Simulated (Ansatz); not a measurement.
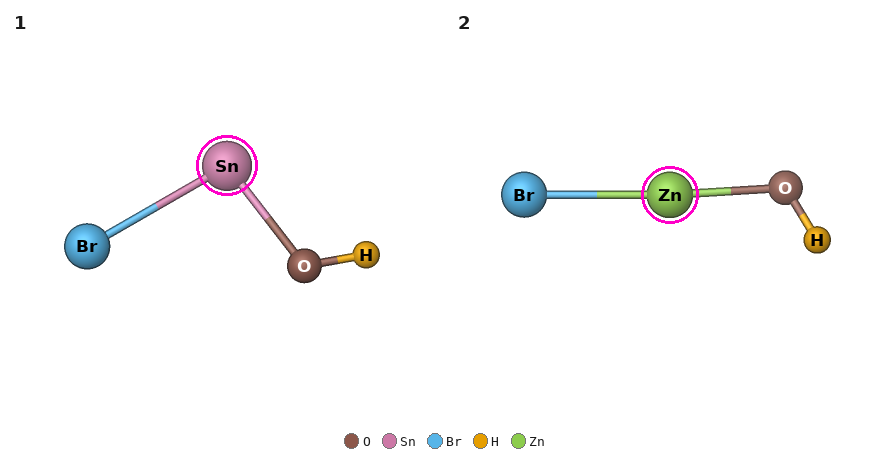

2 molecules with one skeleton, seen from the same side and at one scale; the atom that differs is circled. Each species is neutral and a spin singlet. Computed geometries: PBE0-D4/def2-TZVP optimisations, one conformation each. Properties computed with Ansatz 0.2.0. Elements past Kr carry core potentials.

One atom differs, called X below: Sn in panel 1, Zn in panel 2. Their formulas are BrHOSn (`[OH][Sn][Br]`), BrHOZn (`[OH][Zn][Br]`).

> In which is the dipole moment larger (PBE0-D4/def2-TZVP)?

In panel 1 (X = Sn).

> In which is the angle O–X–Br larger (PBE0-D4/def2-TZVP)?

In panel 2 (X = Zn).

Give the values. With PBE0-D4/def2-TZVP: length of X–Br (Å), length of X–O (Å), angle O–X–Br (°), dipole moment (D), harmonic zero-point energy (kJ/mol). With PBE0-D4/def2-SVP: HOMO energy (Kohn–Sham orbital) (eV), HOMO–LUMO gap (eV).

```csv
quantity,1 (Sn),2 (Zn),2 − 1
length of X–Br (Å),2.517,2.221,−0.296
length of X–O (Å),1.975,1.769,−0.206
angle O–X–Br (°),94.6,176.2,+81.6
dipole moment (D),4.04,1.55,−2.49
harmonic zero-point energy (kJ/mol),35.7,35.4,−0.3
HOMO energy (Kohn–Sham orbital) (eV),−7.31,−7.97,−0.66
HOMO–LUMO gap (eV),4.86,6.83,+1.97
```
